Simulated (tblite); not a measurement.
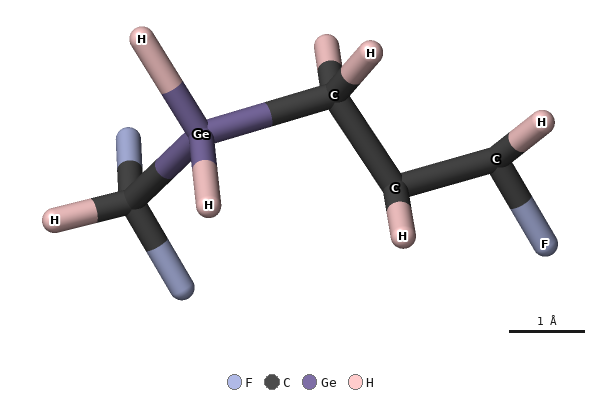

Figure 1. The starting structure (stick view, seen at a tilt). Sticks mark near contacts.

**Run report: C₄H₇F₃Ge (charge −1), geometry relaxation (part 1 of 2)**

- system: C₄H₇F₃Ge, charge −1, multiplicity 2
- method: GFN2-xTB geometry optimisation, gas phase (tblite 0.8.0)

It belongs to a series of runs on one base structure; here: electron added.

The input:
```
{"job": {"kind": "relax", "xc": "GFN2-xTB", "basis": "xTB"}, "charge": -1, "multiplicity": 2}
F      2.952200    -0.523600     2.153600
C      2.555000    -0.561600     0.818000
C      1.197200     0.067600     0.674100
C      0.661200    -0.100800    -0.755700
Ge    -1.149000     0.597100    -0.865900
C     -2.336500    -0.400300     0.301400
F     -1.922900    -0.236200     1.610400
F     -2.285000    -1.734600    -0.026400
H      3.314400    -0.032800     0.209000
H      1.235400     1.149500     0.936200
H      1.308400     0.430100    -1.470200
H      0.634600    -1.190100    -1.008700
H     -1.155200     2.095100    -0.454300
H     -1.643000     0.461100    -2.336700
H     -3.371300    -0.012500     0.193300
```

The first line tells a small driver script what to run in tblite; the rest is the geometry in Å.

Hardware: 1 CPU thread, shared host.

Launched with:
```bash
OMP_NUM_THREADS=1 python <driver script> task.json out
```

The program's output:
```
step      E/eV     max force
  0    -769.89243    2.423
  1    -770.09999    1.137
  2    -770.24818    1.017
  3    -770.32943    1.095
  4    -770.44356    0.773
  5    -770.52262    0.890
  6    -770.59896    0.818
  7    -770.65775    0.561
  8    -770.69712    0.508
  9    -770.71459    0.393
 10    -770.73123    0.340
 11    -770.75302    0.381
 12    -770.86007    2.105
 13    -770.71781    4.635
 14    -770.96205    2.192
 15    -771.04630    1.682
 16    -771.41572    1.390
 17    -771.54700    1.410
 18    -771.71499    2.314
 19    -771.87752    1.971
 20    -771.98016    1.074
 21    -772.06340    0.765
 22    -772.12707    1.121
 23    -772.21566    1.224
 24    -772.27195    0.650
 25    -772.29374    0.411
 26    -772.31136    0.379
 27    -772.32320    0.427
 28    -772.33995    0.325
 29    -772.35225    0.340
 30    -772.36616    0.422
 31    -772.38304    0.419
 32    -772.40085    0.372
 33    -772.41479    0.325
 34    -772.42638    0.305
 35    -772.43669    0.275
 36    -772.44719    0.239
 37    -772.45646    0.244
 38    -772.46327    0.218
 39    -772.47004    0.240
 40    -772.48058    0.274
 41    -772.49772    0.298
 42    -772.51788    0.359
 43    -772.53483    0.325
 44    -772.55082    0.291
 45    -772.56494    0.404
 46    -772.57894    0.436
 47    -772.59661    0.325
 48    -772.61858    0.432
 49    -772.64207    0.402
 50    -772.66262    0.357
 51    -772.68077    0.753
 52    -772.69346    0.332
 53    -772.70823    0.324
 54    -772.72190    0.224
 55    -772.72813    0.175
 56    -772.73275    0.177
 57    -772.73740    0.209
 58    -772.74430    0.196
 59    -772.74923    0.149
 60    -772.75143    0.104
 61    -772.75263    0.108
 62    -772.75420    0.098
 63    -772.75611    0.115
 64    -772.75810    0.134
 65    -772.75958    0.135
 66    -772.76083    0.109
 67    -772.76220    0.102
 68    -772.76387    0.100
 69    -772.76540    0.099
 70    -772.76650    0.109
 71    -772.76742    0.099
 72    -772.76820    0.062
 73    -772.76879    0.070
 74    -772.76919    0.054
 75    -772.76953    0.056
 76    -772.76990    0.060
 77    -772.77034    0.059
 78    -772.77074    0.044
 79    -772.77106    0.040
 80    -772.77132    0.036
 81    -772.77160    0.047
 82    -772.77193    0.060
 83    -772.77232    0.052
 84    -772.77263    0.039
 85    -772.77288    0.043
 86    -772.77313    0.040
 87    -772.77341    0.037
 88    -772.77366    0.039
 89    -772.77387    0.046
 90    -772.77406    0.046
 91    -772.77425    0.041
 92    -772.77449    0.036
 93    -772.77478    0.038
 94    -772.77505    0.045
 95    -772.77527    0.045
 96    -772.77547    0.035
 97    -772.77564    0.024
 98    -772.77580    0.030
 99    -772.77595    0.034
100    -772.77609    0.033
101    -772.77624    0.027
102    -772.77644    0.024
103    -772.77660    0.022
104    -772.77672    0.028
105    -772.77682    0.029
106    -772.77697    0.032
107    -772.77718    0.028
108    -772.77738    0.027
109    -772.77751    0.026
110    -772.77758    0.022
111    -772.77765    0.021
112    -772.77774    0.020
113    -772.77783    0.022
114    -772.77789    0.021
115    -772.77795    0.018
116    -772.77805    0.022
117    -772.77820    0.031
118    -772.77838    0.028
119    -772.77853    0.020
120    -772.77863    0.023
121    -772.77872    0.024
122    -772.77886    0.034
123    -772.77915    0.052
124    -772.77968    0.086
125    -772.78056    0.138
126    -772.78188    0.176
127    -772.78359    0.177
128    -772.78455    0.107
129    -772.78423    0.250
130    -772.78618    0.075
131    -772.78667    0.064
132    -772.78849    0.082
133    -772.78936    0.096
134    -772.79018    0.072
135    -772.79065    0.053
136    -772.79106    0.030
137    -772.79138    0.034
138    -772.79157    0.032
139    -772.79170    0.028
140    -772.79185    0.029
141    -772.79210    0.032
142    -772.79231    0.033
143    -772.79247    0.023
144    -772.79253    0.015
145    -772.79256    0.012
146    -772.79258    0.009
```

Trajectory as extended XYZ (Å, eV, eV/Å), 15 of the 147 frames kept, from step=0 to step=146:
```
15
Properties=species:S:1:pos:R:3:forces:R:3 step=0 energy=-769.89243
F     2.9522   -0.5236    2.1536    0.5800   0.2320   0.8620
C     2.5550   -0.5616    0.8180   -1.9600   0.9980  -1.0160
C     1.1972    0.0676    0.6741    1.2680  -0.3000  -0.5960
C     0.6612   -0.1008   -0.7557    0.5980  -0.4440   0.5560
Ge   -1.1490    0.5971   -0.8659    1.6710   0.6690  -0.7170
C    -2.3365   -0.4003    0.3014   -0.1980   0.1960   0.4460
F    -1.9229   -0.2362    1.6104   -0.7200  -0.3980  -0.7750
F    -2.2850   -1.7346   -0.0264   -0.3900   0.4990   0.4720
H     3.3144   -0.0328    0.2090    0.2960  -0.7050   0.0300
H     1.2354    1.1495    0.9362   -0.5690  -0.3560   0.4260
H     1.3084    0.4301   -1.4702   -0.0210  -0.2390  -0.3340
H     0.6346   -1.1901   -1.0087    0.1770   0.7330  -0.0050
H    -1.1552    2.0951   -0.4543   -0.4150  -0.4440  -0.1930
H    -1.6430    0.4611   -2.3367   -0.4040   0.2580   0.3260
H    -3.3713   -0.0125    0.1933    0.0870  -0.6990   0.5180
15
Properties=species:S:1:pos:R:3:forces:R:3 step=10 energy=-770.73123
F     3.0489   -0.3949    2.1949   -0.0420   0.1310  -0.1610
C     2.5583   -0.4571    0.8552    0.2010  -0.0670   0.1860
C     1.3188    0.1527    0.5898    0.0990   0.1170  -0.0230
C     0.8167   -0.0685   -0.7889    0.0280   0.0210  -0.0160
Ge   -1.0589    0.5969   -0.9011    0.0790  -0.0200  -0.1860
C    -2.3732   -0.3696    0.3075    0.0620   0.1090  -0.1620
F    -2.0219   -0.2536    1.6127   -0.1060  -0.1100   0.0400
F    -2.3467   -1.7066   -0.0013   -0.0970   0.0180   0.1770
H     3.4290   -0.3696    0.1812   -0.0970  -0.1140   0.1150
H     0.9518    1.0567    1.1161    0.1000  -0.1700  -0.1030
H     1.4122    0.3714   -1.6235   -0.2620   0.1470   0.1590
H     0.7587   -1.1418   -1.0209    0.1300  -0.0540  -0.0180
H    -1.2842    2.0613   -0.5137   -0.0130  -0.0960   0.0210
H    -1.7851    0.5923   -2.2682   -0.1210   0.1030  -0.0200
H    -3.4289   -0.0616    0.2382    0.0400  -0.0160  -0.0070
15
Properties=species:S:1:pos:R:3:forces:R:3 step=21 energy=-772.06340
F     3.1921   -0.1062    2.2397   -0.0630   0.0180  -0.0910
C     2.7478   -0.2478    0.9436   -0.0810  -0.5580   0.2990
C     1.5794    0.2086    0.5149    0.1520   0.5880   0.2110
C     1.1106   -0.0722   -0.8296   -0.7550  -0.0910   0.0840
Ge   -1.2096    0.3862   -1.1726    0.2760   0.1830   0.1160
C    -2.4656   -0.3808    0.3287   -0.0600  -0.1040  -0.1420
F    -2.1808   -0.2435    1.6679    0.1070   0.0380  -0.2520
F    -2.5298   -1.7471    0.1182   -0.1020  -0.0900   0.1690
H     3.3630   -0.9470    0.3980    0.2170   0.0810  -0.0210
H     0.9891    0.8144    1.2026    0.1290   0.1760  -0.3680
H     1.3828    0.5842   -1.6511    0.2710  -0.0130   0.3230
H     1.2292   -1.1226   -1.0695    0.3190  -0.0060  -0.3570
H    -1.3366    1.8923   -0.4983    0.2450  -0.2930  -0.0830
H    -2.3957    0.9940   -2.4008   -0.4270   0.0390   0.0360
H    -3.4803   -0.0045    0.1863   -0.2290   0.0320   0.0770
15
Properties=species:S:1:pos:R:3:forces:R:3 step=31 energy=-772.38304
F     3.1929   -0.0718    2.2463   -0.0810  -0.0260   0.0920
C     2.6850   -0.3730    1.0080    0.1850   0.0480  -0.1220
C     1.6101    0.2229    0.5058    0.0450   0.2000   0.3650
C     1.0695   -0.0598   -0.8010   -0.1720   0.0070  -0.3010
Ge   -1.2110    0.3271   -1.2092    0.0910   0.0610  -0.1830
C    -2.5045   -0.4258    0.2588   -0.0090  -0.0340  -0.0430
F    -2.0813   -0.1793    1.5400   -0.0460  -0.0320  -0.0100
F    -2.6434   -1.8008    0.1918    0.0270   0.1090   0.0250
H     3.3551   -1.0443    0.4817   -0.2490  -0.1140   0.1180
H     1.1006    0.9793    1.0864    0.0470   0.0880   0.0970
H     1.3739    0.7053   -1.5126   -0.0750   0.0270  -0.0780
H     1.3699   -1.0392   -1.1507    0.1060  -0.1500  -0.2540
H    -1.1290    1.7654   -0.4790   -0.0510  -0.0650  -0.0040
H    -2.6723    1.0171   -2.3533    0.1020  -0.1200   0.2280
H    -3.5200   -0.0152    0.1650    0.0800   0.0000   0.0710
15
Properties=species:S:1:pos:R:3:forces:R:3 step=42 energy=-772.51788
F     3.0579   -0.0943    2.3076   -0.1350  -0.0190  -0.0080
C     2.5644   -0.4301    1.0695    0.0140  -0.2150  -0.1620
C     1.6305    0.2846    0.4362    0.2040   0.0510   0.1060
C     1.1314    0.0106   -0.8768    0.2420   0.2640  -0.0190
Ge   -1.2235    0.2444   -1.2369    0.0960   0.1400  -0.2650
C    -2.4365   -0.4289    0.2466   -0.0560  -0.1840  -0.0240
F    -1.9908   -0.1904    1.5124   -0.0350  -0.0220   0.2170
F    -2.6461   -1.7933    0.1954   -0.0690  -0.0640   0.0880
H     3.0563   -1.3060    0.6729   -0.0210  -0.0680   0.1040
H     1.2779    1.1724    0.9325   -0.1720   0.2020   0.0220
H     1.2524    0.8732   -1.5217    0.0120   0.0440  -0.0920
H     1.5566   -0.8734   -1.3308   -0.0440  -0.1960  -0.0700
H    -1.1200    1.6466   -0.5207    0.0020   0.1660   0.0260
H    -2.6949    0.8541   -2.0437    0.0440  -0.0690  -0.1540
H    -3.4199    0.0383    0.1357   -0.0810  -0.0290   0.2320
15
Properties=species:S:1:pos:R:3:forces:R:3 step=52 energy=-772.69346
F     2.6960   -0.2628    2.4287   -0.1260   0.2170  -0.0970
C     2.3504   -0.5228    1.1210    0.1290  -0.0280  -0.1630
C     1.7774    0.3992    0.3074    0.0050  -0.2380  -0.0120
C     1.3805    0.1824   -1.0262    0.1020   0.1100   0.2080
Ge   -1.2411    0.2581   -1.1921    0.2920  -0.0530  -0.0390
C    -2.4014   -0.4671    0.3612   -0.1010   0.0590   0.1640
F    -1.9399   -0.3380    1.6435    0.2680   0.1230   0.0740
F    -2.6361   -1.8192    0.2440   -0.0840  -0.1100  -0.1620
H     2.7112   -1.5112    0.8565   -0.2540   0.1670  -0.1330
H     1.5408    1.3783    0.7048    0.0710  -0.0900   0.1880
H     1.3174    1.0564   -1.6566    0.1220  -0.0950  -0.0150
H     1.6946   -0.7302   -1.5114   -0.0560   0.0280  -0.0110
H    -1.2288    1.7549   -0.5927   -0.1180  -0.0710   0.0020
H    -2.6478    0.6053   -2.0702   -0.0100  -0.0020   0.0340
H    -3.3777    0.0246    0.3603   -0.2400  -0.0160  -0.0380
15
Properties=species:S:1:pos:R:3:forces:R:3 step=63 energy=-772.75611
F     2.5331   -0.2567    2.4187    0.0740  -0.0460   0.0320
C     2.2826   -0.5368    1.0979    0.0010  -0.0350   0.0390
C     1.8219    0.4270    0.2722   -0.0140   0.1070   0.0280
C     1.4685    0.2536   -1.0660   -0.0380  -0.0200  -0.0360
Ge   -1.2068    0.2455   -1.1429    0.0270  -0.0090  -0.0420
C    -2.4104   -0.4643    0.3996   -0.0280   0.0040   0.1110
F    -1.8542   -0.3680    1.6518    0.0780   0.0090  -0.0160
F    -2.6501   -1.8141    0.2388   -0.0280  -0.0860  -0.0200
H     2.4977   -1.5652    0.8551   -0.0520   0.0370   0.0170
H     1.6724    1.4079    0.7078    0.0090  -0.0250  -0.0080
H     1.4328    1.1180   -1.7054    0.0260   0.0160  -0.0200
H     1.7129   -0.6803   -1.5475   -0.0100  -0.0020  -0.0180
H    -1.3261    1.7548   -0.6085   -0.0300   0.0030   0.0260
H    -2.5771    0.4846   -2.0769   -0.0080  -0.0100  -0.0210
H    -3.4017    0.0020    0.4835   -0.0070   0.0560  -0.0720
```
